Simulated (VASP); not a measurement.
Band structure of CoAl (CsCl type). Computed with PBE GGA with spin-orbit coupling, VASP's PBE PAW potentials (set 64) (plane waves; VASP).

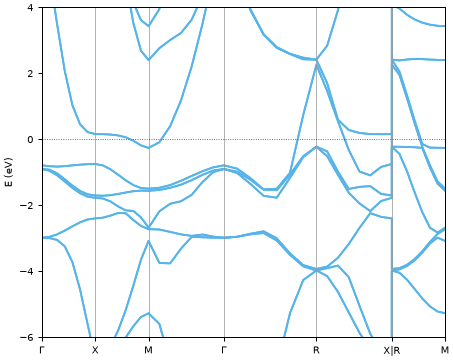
Bands along high-symmetry lines, zero at the valence-band maximum or, without a gap, the Fermi level

Q: Read the plot: is there a gap, and where are the band edges?

A: It has no gap at this level: it comes out as a metal or semimetal.

The compound is CoAl in the CsCl type structure. It was relaxed first.
